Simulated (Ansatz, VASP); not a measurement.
# BAs: VASP beside Ansatz, part 2 of 2

Wanted: the spread between two codes on one cell, functional and k mesh. The cell is taken from a series of VASP runs on this material, whose earlier steps may have relaxed, scaled or displaced it; both programs get it as it stands. Valence electrons are named where the data sets of a main pair hold unlike numbers.

VASP 6.6.1 and Ansatz 0.2.0.

So far. Step 2 (VASP: band structure, HSE06, spin-orbit coupling): The k-mesh is coarse for exact exchange; levels may shift by about 0.1 eV on a finer one.

**3. Ansatz: band structure, HSE06, spin-orbit coupling**

Level of this step: Ansatz beside VASP: Kohn-Sham DFT, plane waves, HSE06, spin-orbit coupling (Ansatz).

Ansatz runs on its fully relativistic PAW (standard-fr) files.

The same cell, functional, mesh and smearing now go to Ansatz, which takes its cutoff from its data sets.

File input.yaml:

```yaml
crystal:
  lattice:
    - [0.0, 2.3885, 2.3885]
    - [2.3885, 0.0, 2.3885]
    - [2.3885, 2.3885, 0.0]
  atoms:
    - { symbol: As, position: [0.75, 0.75, 0.75] }
    - { symbol: B, position: [0.0, 0.0, 0.0] }
hamiltonian:
  xc: { exchange: pbe, correlation: pbe, exx: { coeff: 0.25, omega: 0.2 } }
  pseudopotentials: { kind: paw_fr }
magnetization:
  noncollinear: true
  spin_orbit: true
kpoints:
  mp_grid: { grid: [5, 5, 5] }
  band_path:
    path:
      - [0.0, 0.0, 0.0]
      - [0.38889, 0.0, 0.38889]
      - [0.5, 0.0, 0.5]
      - [0.5, 0.22222, 0.72222]
      - [0.40278, 0.34722, 0.75]
      - [0.125, 0.125, 0.25]
      - [0.27778, 0.27778, 0.27778]
      - [0.55556, 0.38889, 0.55556]
      - [0.58333, 0.25, 0.66667]
      - [0.5, 0.30556, 0.69444]
      - [0.48611, 0.48611, 0.52778]
      - [0.625, 0.25, 0.625]
      - [0.5, 0.0, 0.5]
    npoints: 1
scf:
  occupations: { method: gaussian, width: 0.03 }
  n_extra_bands: 14
output:
  forces: true
  stress: true
  eigenvalues: true
```

The run is started by

```console
$ ansatz run input.yaml --threads 4 --pin off --max-ram 9216MiB --backend cpu --events-out ev --progress --plain --runs-dir out
```

Numbers of over 12 decimals in the logs are rounded to 6 here.

Output:

```text
Warning: output.stress: scf.convergence.dr2_threshold = 1e-7 eV (the SCF's general default) is looser than the 2e-10 eV advised for a printed stress (1e-10 eV for each atom of the cell: 2). What an SCF threshold leaves in a stress goes as its square root, and in the free energy as the threshold itself, and one threshold admits the most on a small cell: [figures from the program's tests cut] Set scf.convergence.dr2_threshold to 2e-10 eV or tighter. The threshold is an SCF's pass mark: one that does not reach it within its budget of iterations ends unconverged, or closes short of it on a stop that the run arms, and scf.convergence.dr2_threshold's page says what that costs each kind of run
Warning: output.stress: scf.exx.energy_threshold = 1e-6 eV is looser than the 2e-8 eV advised for a stress under a hybrid functional (1e-8 eV for each atom of the cell: 2). Every SCF of the exchange loop can meet its threshold on dr2 while the loop round them stops early: no threshold on dr2 bounds what that leaves in the stress. Set scf.exx.energy_threshold to 2e-8 eV or tighter. The threshold is the loop's pass mark: a loop that does not reach it within its budget of cycles ends unconverged, and scf.exx.energy_threshold's page has the law
scf.n_extra_bands = 14 over 18 filled bands (N_el = 18.0): the run solves 32 bands
Engine: ansatz 0.2.0, x86_64-unknown-linux-gnu
Pseudopotentials: kind: paw_fr
Pseudopotential: As, paw_fr, valence charge 15, recommended cutoff 420 eV (normal), As.paw.azcp#standard-fr
Pseudopotential: B, paw_fr, valence charge 3, recommended cutoff 420 eV (normal), B.paw.azcp#standard-fr
Functional definition: unnamed
  parameter a_1 = 0.25
  parameter omega_1 = 0.2/angstrom
  exchange = pbe_x + (-a_1)*pbe_x_sr(omega_1) + a_1*exact_x_sr(omega_1)
  correlation = pbe_c
non-collinear run that drives no moment, with spin-orbit: no starting moment large enough to seed its density (crystal.atoms[].spin), no starting occupations that ask for one, no magnetisation constraint and no magnetic field, so the semilocal B_xc is pinned to zero
Crystal: 2 atoms, lattice volume = 27.252 Å³
Basis set: ecut = 420 eV, 531 PW (Γ), exchange–correlation on 48×48×48 points (8 copies of the dense FFT grid, shifted against one another)
Bands: 32, of which v1, the nominal top of the filled ones, is band 18 counted from 1 (17 counted from 0)
Symmetry: 24 space group operations + 24 with time reversal
Magnetic group: BNS 216.75 (UNI 1577), of the structure as read, at distance tolerance 3.0e-5 Å
k-points: 10 of 125 (time reversal used)
Projection manifold: j_resolved (fully-relativistic pseudo-atomic orbitals)
Non-local potential: As, projectors of the file, l = 0: 2, l = 1: 4, l = 2: 6, l = 3: 2
Non-local potential: B, projectors of the file, l = 0: 2, l = 1: 4, l = 2: 2
PAW form: soft (Blöchl's): semilocal exchange-correlation on the pseudo side does not see the compensation charge
PAW frozen core: As, regenerated for the run's functional, and the local potential with it (the file was generated under x = pbe(κ = 0.804, μ = 0.219515), c = pbe(β = 0.066725))
PAW frozen core: B, regenerated for the run's functional, and the local potential with it (the file was generated under x = pbe(κ = 0.804, μ = 0.219515), c = pbe(β = 0.066725))
PAW one-centre angular grid: As, 590 points (default); XC on 187 of its mesh's 2695 points in the sphere
PAW one-centre angular grid: B, 110 points (default); XC on 64 Gauss nodes
Initial density: superposition of atomic densities (chi_scale 0.1, normalization cell, long waves kept (reshape's long-wave potential 0.00 eV rms))
Initial wavefunctions: pseudopotential atomic-orbital guess
Functional: x = pbe(κ = 0.804, μ = 0.219515), c = pbe(β = 0.066725), warm-up for x = pbe(κ = 0.804, μ = 0.219515) + 0.25 (exact − pbe) at short range (hse, ω = 0.2 Å⁻¹), c = pbe(β = 0.066725)
SCF iter   1: F=—  HF=-5012.816347 eV  |F-HF|=—  |Δ(HF+E_count)|=         —  Δρ=7.90e-2  dr2=2.15e0  dr2_m=0.00e0 (ungated)  ethr=1.00e-1  |M|=0.00e0 ∫|m|=0.00e0 μB  |m|>n=0.0e0 m-floor=0.0e0 τ_xc=0.0e0  β_m=0.30  ⟨swp⟩=5.6  Hψ=1189  notcnv=0
preconditioner: auto → none  [insulator: Δε(μ)=1.697 eV  Ē_g=15.722 eV  σ=0.030 eV  W_gap=1.00  n_scr=8 (ndim 8)  ℏωp=20.1 eV  f_vac=0.000  D(μ)=0.00/eV (n_scr^D=0)]
SCF iter   2: F=—  HF=-5012.256448 eV  |F-HF|=—  |Δ(HF+E_count)|=   5.60e-1  Δρ=3.74e-2  dr2=3.74e-1  dr2_m=0.00e0 (ungated)  ethr=1.20e-2  |M|=0.00e0 ∫|m|=0.00e0 μB  |m|>n=0.0e0 m-floor=0.0e0 τ_xc=0.0e0  β_m=0.39  ⟨swp⟩=2.4  Hψ=653  notcnv=0
SCF iter   3: F=—  HF=-5012.171655 eV  |F-HF|=—  |Δ(HF+E_count)|=   8.48e-2  Δρ=1.42e-2  dr2=3.78e-2  dr2_m=0.00e0 (ungated)  ethr=2.08e-3  |M|=0.00e0 ∫|m|=0.00e0 μB  |m|>n=0.0e0 m-floor=0.0e0 τ_xc=0.0e0  β_m=0.55  ⟨swp⟩=3.1  Hψ=783  notcnv=0
iter 4 solved again at ethr=2.53e-6 eV; its pass at ethr=2.10e-4 eV (dr2=4.56e-4 eV) is discarded
SCF iter   4: F=—  HF=-5012.169763 eV  |F-HF|=—  |Δ(HF+E_count)|=   1.89e-3  Δρ=1.92e-3  dr2=4.62e-4  dr2_m=0.00e0 (ungated)  ethr=2.53e-6  |M|=0.00e0 ∫|m|=0.00e0 μB  |m|>n=0.0e0 m-floor=0.0e0 τ_xc=0.0e0  β_m=0.55  ⟨swp⟩=4.0  Hψ=1510  notcnv=0
[...]
Exchange kernel: α = 0.2500, screened, ω = 0.2000 Å⁻¹, Wigner–Seitz truncation, v(0) = 1111.5688 eV·Å³, q-mesh 5×5×5, nearest image of the exchange supercell L = 16.89 Å, pair-density grid 15×15×15, without the augmentation charges, whose exchange is taken in its separable form by FFT convolution over the k-point mesh (sized by the pseudopotential files, 20×20×20 at the most), smooth part of the exact exchange by density-matrix convolution
Frozen-core exchange: fock
SCF iter   1: F=—  HF=-5012.705976 eV  |F-HF|=—  |Δ(HF+E_count)|=         —  Δρ=6.88e-3  dr2=6.77e-3  dr2_m=0.00e0 (ungated)  ethr=2.45e-6  |M|=0.00e0 ∫|m|=0.00e0 μB  |m|>n=0.0e0 m-floor=0.0e0 τ_xc=0.0e0  β_m=0.30  ⟨swp⟩=5.5  Hψ=1407  notcnv=0
preconditioner: auto → none  [insulator: Δε(μ)=1.737 eV  Ē_g=17.426 eV  σ=0.030 eV  W_gap=1.00  n_scr=8 (ndim 8)  ℏωp=20.1 eV  f_vac=0.001  D(μ)=0.00/eV (n_scr^D=0)]
SCF iter   2: F=—  HF=-5012.698905 eV  |F-HF|=—  |Δ(HF+E_count)|=   7.07e-3  Δρ=4.66e-3  dr2=2.90e-3  dr2_m=0.00e0 (ungated)  ethr=2.45e-6  |M|=0.00e0 ∫|m|=0.00e0 μB  |m|>n=0.0e0 m-floor=0.0e0 τ_xc=0.0e0  β_m=0.65  ⟨swp⟩=4.0  Hψ=924  notcnv=0
SCF iter   3: F=—  HF=-5012.698008 eV  |F-HF|=—  |Δ(HF+E_count)|=   8.97e-4  Δρ=5.63e-4  dr2=2.75e-4  dr2_m=0.00e0 (ungated)  ethr=2.45e-6  |M|=0.00e0 ∫|m|=0.00e0 μB  |m|>n=0.0e0 m-floor=0.0e0 τ_xc=0.0e0  β_m=0.60  ⟨swp⟩=3.0  Hψ=800  notcnv=0
SCF iter   4: F=—  HF=-5012.701517 eV  |F-HF|=—  |Δ(HF+E_count)|=   3.51e-3  Δρ=6.27e-4  dr2=3.73e-5  dr2_m=0.00e0 (ungated)  ethr=3.31e-7  |M|=0.00e0 ∫|m|=0.00e0 μB  |m|>n=0.0e0 m-floor=0.0e0 τ_xc=0.0e0  β_m=0.60  ⟨swp⟩=4.0  Hψ=952  notcnv=0
SCF iter   5: F=-5012.701503 eV  HF=-5012.701504 eV  |F-HF|=2.47e-7  |Δ(HF+E_count)|=   1.37e-5  Δρ=1.19e-4  dr2=3.36e-6  dr2_m=0.00e0 (ungated)  ethr=1.93e-7  |M|=0.00e0 ∫|m|=0.00e0 μB  |m|>n=0.0e0 m-floor=0.0e0 τ_xc=0.0e0  ⟨swp⟩=3.0  Hψ=602  notcnv=0
SCF 2 stopped early in 5 iterations: F = -5012.701503 eV  dr2 = 3.36e-6
hybrid outer 1: dexx = +4.048e-3 eV, tail = 5.43e-5 eV
Projection manifold: j_resolved (fully-relativistic pseudo-atomic orbitals)
Exchange kernel: α = 0.2500, screened, ω = 0.2000 Å⁻¹, Wigner–Seitz truncation, v(0) = 1111.5688 eV·Å³, q-mesh 5×5×5, nearest image of the exchange supercell L = 16.89 Å, pair-density grid 15×15×15, without the augmentation charges, whose exchange is taken in its separable form by FFT convolution over the k-point mesh (sized by the pseudopotential files, 20×20×20 at the most), smooth part of the exact exchange by density-matrix convolution
Frozen-core exchange: fock
SCF iter   1: F=—  HF=-5012.701767 eV  |F-HF|=—  |Δ(HF+E_count)|=         —  Δρ=9.98e-5  dr2=9.93e-7  dr2_m=0.00e0 (ungated)  ethr=1.51e-6  |M|=0.00e0 ∫|m|=0.00e0 μB  |m|>n=0.0e0 m-floor=0.0e0 τ_xc=0.0e0  β_m=0.30  ⟨swp⟩=3.9  Hψ=732  notcnv=0
preconditioner: auto → none  [insulator: Δε(μ)=1.784 eV  Ē_g=17.434 eV  σ=0.030 eV  W_gap=1.00  n_scr=8 (ndim 8)  ℏωp=20.1 eV  f_vac=0.001  D(μ)=0.00/eV (n_scr^D=0)]
SCF iter   2: F=—  HF=-5012.701766 eV  |F-HF|=—  |Δ(HF+E_count)|=   6.09e-7  Δρ=1.45e-5  dr2=6.49e-8  dr2_m=0.00e0 (ungated)  ethr=4.92e-9  |M|=0.00e0 ∫|m|=0.00e0 μB  |m|>n=0.0e0 m-floor=0.0e0 τ_xc=0.0e0  β_m=0.43  ⟨swp⟩=4.0  Hψ=780  notcnv=0
SCF iter   3: F=—  HF=-5012.701767 eV  |F-HF|=—  |Δ(HF+E_count)|=   6.37e-7  Δρ=9.39e-6  dr2=1.02e-8  dr2_m=0.00e0 (ungated)  ethr=9.61e-11  |M|=0.00e0 ∫|m|=0.00e0 μB  |m|>n=0.0e0 m-floor=0.0e0 τ_xc=0.0e0  β_m=0.43  ⟨swp⟩=4.0  Hψ=842  notcnv=0
SCF iter   4: F=-5012.701767 eV  HF=-5012.701767 eV  |F-HF|=1.89e-10  |Δ(HF+E_count)|=   5.27e-9  Δρ=3.09e-6  dr2=1.52e-9  dr2_m=0.00e0 (ungated)  ethr=5.30e-11  |M|=0.00e0 ∫|m|=0.00e0 μB  |m|>n=0.0e0 m-floor=0.0e0 τ_xc=0.0e0  ⟨swp⟩=3.0  Hψ=630  notcnv=0
SCF 3 converged in 4 iterations: F = -5012.701767 eV  dr2 = 1.52e-9
  Residual-converged pass: ⟨swp⟩=2.0  Hψ=458  notcnv=0  max |occ|·‖R‖ = 2.4e-6 eV (tolerance 2.4e-6 eV)  dr2=1.51e-9  dr2_m=0.00e0 (ungated)  dr2_onsite=1.57e-9  max |Δocc| = 0.0e0
hybrid outer 2: dexx = +7.694e-7 eV, tail = 2.20e-8 eV, Δε = 2.31e-3 eV (about 7.98e-5 eV left of the loop's levels)
NSCF: frozen V_eff on 13 k-points
hybrid SCF converged: 2 outer / 9 inner (+5 warm-up), last move |dexx| = 7.69e-7 eV, tail = 2.20e-8 eV
Magnetization: |M| = 0.0000 μB,  M = (+0.0000, +0.0000, +0.0000) μB
Absolute magnetization: 0.0000 μB (∫|m|)
  site 0: m = (+0.0000, +0.0000, +0.0000) μB, |m| = 0.0000 μB  (R = 0.85 Å)
  site 1: m = (+0.0000, +0.0000, +0.0000) μB, |m| = 0.0000 μB  (R = 0.85 Å)
Free energy (F): -5012.701767 eV
Frozen-core exchange: fock
Harris-Foulkes:  -5012.701767 eV  (|F-HF|=1.89e-10)
Internal energy: -5012.701767 eV  (E = F + TS)
E sigma→0 (E₀):  -5012.701767 eV
Fermi energy:    11.699314 eV
--- Per-component energies (eV) ---
  E_band       = -257.144196
  E_kinetic    = 151.249325
  E_local      = -1693.777492  (includes V_loc(G=0)·N_el)
  E_nonlocal   = -658.462391
  E_hartree    = 941.064286
  E_xc         = -90.196358
  E_vxc        = -94.604426  (∫ρ·V_xc dr)
  E_exx        = -66.969393  (= α·E_x^exact, valence–valence)
  E_paw        = -1869.063370  (= ΣΔE_a)
  E_vpaw       = 290.259118  (= ΣTr[D̂ρ^β])
  E_aug_tail   = 0.000007  (compensation charges beyond the density's cutoff)
  E_ewald      = -1725.774997
  E_core_change = -0.771383  (= ΣΔE_core)
  E_smearing   = -0.000000  (= −TS)
  E_closure    = 0.000000  (closes the sum)
  Σ components = -5012.701767   (vs F -5012.701767, Δ=0.00e0)
--- Forces (eV/Å), atoms counted from 1 ---
  atom   1  As    -0.00000000     0.00000000     0.00000000
  atom   2  B     -0.00000000     0.00000000    -0.00000000
  max |Σ_I F_I| component: 5.22e-16 eV/Å
--- Stress (GPa, compression-positive) ---
       -0.342558       0.000000      -0.000000
        0.000000      -0.342558       0.000000
       -0.000000       0.000000      -0.342558
  P = ⅓ Tr σ = -0.3426 GPa (-3.426 kbar)
--- Band table (eV; the first three rows and the last of 10) ---
  k-point 0: bands = [... 14 lower, 10.8074, 10.8074, 10.8074, 10.8074, 14.7346, 14.7346, 14.9518, 14.9518, ... 10 higher]
  k-point 1: bands = [... 14 lower, 9.7187, 9.7187, 9.8706, 9.8718, 14.8668, 14.8668, 16.0108, 16.0108, ... 10 higher]
  k-point 2: bands = [... 14 lower, 8.7851, 8.7851, 8.9424, 8.9430, 14.3931, 14.3931, 16.4705, 16.4705, ... 10 higher]
  k-point 9: bands = [... 14 lower, 4.7073, 4.8282, 6.1672, 6.2546, 16.0772, 16.1045, 17.0308, 17.0324, ... 10 higher]
```

Elapsed: 91 s, on 4 threads of Intel Xeon Platinum 8175M at 2.50GHz (Skylake/Cascade Lake), shared host; peak memory 0.98 GiB.

**4. Differences**

Known differences besides the potentials themselves: spin-orbit coupling enters by fully relativistic files in Ansatz and inside the spheres in VASP; exact exchange at q = 0 is treated differently, which shows on coarse meshes; VASP keeps PBE cores, Ansatz makes them for the functional; the data sets hold 18 valence electrons in Ansatz (on its fully relativistic PAW (standard-fr) files) and 8 in VASP; the cutoff is 420 eV in Ansatz and 370 eV in VASP; VASP takes a coarser grid for exact exchange (PRECFOCK = Fast). Total energies have different zeros and are not compared.

The two programs side by side:

```csv
quantity,Ansatz,VASP,difference
gap over the path points (eV),1.787,1.796,-0.009
```

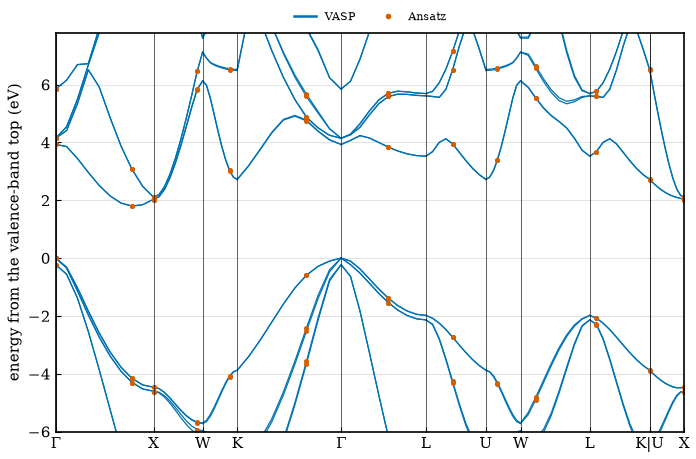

Bands from VASP (lines) and levels from Ansatz (dots). Dots without a line are higher empty bands that the VASP plot leaves out.

Levels at points of the path, from each program's valence-band top (eV; 6 filled, then empty):

```
k (reciprocal lattice)                                                               Ansatz                                                                 VASP
     0.000 0.000 0.000        -0.23 -0.23 0.00 0.00 0.00 0.00 3.93 3.93 4.14 4.14 4.14 4.14        -0.23 -0.23 0.00 0.00 0.00 0.00 3.93 3.93 4.14 4.14 4.14 4.14
     0.389 0.000 0.389  -7.93 -7.93 -4.31 -4.31 -4.17 -4.17 1.79 1.79 3.07 3.07 11.56 11.56  -7.92 -7.92 -4.30 -4.30 -4.16 -4.16 1.80 1.80 3.08 3.08 11.52 11.52
     0.500 0.000 0.500  -9.57 -9.57 -4.62 -4.62 -4.48 -4.48 2.02 2.02 2.10 2.10 12.88 12.88  -9.55 -9.55 -4.61 -4.61 -4.47 -4.47 2.03 2.03 2.10 2.10 12.82 12.82
     0.500 0.222 0.722    -9.13 -9.05 -6.09 -5.94 -5.70 -5.69 5.82 5.85 6.46 6.46 8.28 8.33    -9.12 -9.04 -6.08 -5.93 -5.69 -5.68 5.81 5.84 6.46 6.46 8.26 8.31
     0.403 0.347 0.750  -9.17 -9.10 -6.59 -6.48 -4.12 -4.09 3.01 3.04 6.51 6.55 10.08 10.17  -9.15 -9.09 -6.57 -6.47 -4.11 -4.08 3.02 3.04 6.51 6.55 10.05 10.14
     0.125 0.125 0.250    -3.66 -3.58 -2.53 -2.42 -0.60 -0.59 4.74 4.77 4.87 4.89 5.59 5.67    -3.65 -3.57 -2.52 -2.41 -0.59 -0.59 4.74 4.77 4.86 4.88 5.58 5.66
     0.278 0.278 0.278    -6.17 -6.17 -1.54 -1.54 -1.39 -1.39 3.83 3.83 5.59 5.59 5.71 5.71    -6.16 -6.16 -1.54 -1.54 -1.39 -1.38 3.84 3.84 5.58 5.58 5.69 5.70
     0.556 0.389 0.556    -9.45 -9.43 -4.32 -4.26 -2.74 -2.74 3.94 3.95 6.50 6.51 7.16 7.16    -9.44 -9.42 -4.31 -4.26 -2.74 -2.73 3.94 3.95 6.49 6.51 7.14 7.14
     0.583 0.250 0.667    -9.15 -9.09 -6.55 -6.44 -4.36 -4.31 3.37 3.41 6.54 6.58 9.72 9.81    -9.14 -9.08 -6.53 -6.43 -4.34 -4.30 3.38 3.41 6.54 6.57 9.69 9.78
     0.500 0.306 0.694    -8.99 -8.92 -6.34 -6.21 -4.90 -4.82 5.52 5.54 6.55 6.64 8.11 8.14    -8.98 -8.91 -6.32 -6.20 -4.88 -4.80 5.52 5.54 6.55 6.63 8.10 8.13
```

Among the levels compared at these points, filled levels agree within 17 meV and empty ones within 51 meV.

**5. Summary of results**

| Quantity | Value |
| --- | --- |
| largest difference of a filled level at the path points (band structure, HSE06, spin-orbit coupling) | 17 meV |

In words: The largest difference of a filled level at the path points is 17 meV (band structure, HSE06, spin-orbit coupling), within the 80 meV picked in this series as the mark of a large difference. The data sets hold unlike numbers of valence electrons (18 in Ansatz and 8 in VASP), so part of the differences comes from the potentials. How closely two codes agree says nothing of how well the functional describes the real material.

[Lines on the potential files, build, host, timing and source positions are cut from VASP's logs without a mark.]

[Logs are printed without paths, hosts, clocks, repeated set-up lines and the standing remarks that a program may print on its own settings, such as how far it seeks lower states.]

[Hosts, paths, dates, database ids (printed as entryN), source tags and the programs' standing remarks are cut or masked in the printed files.]
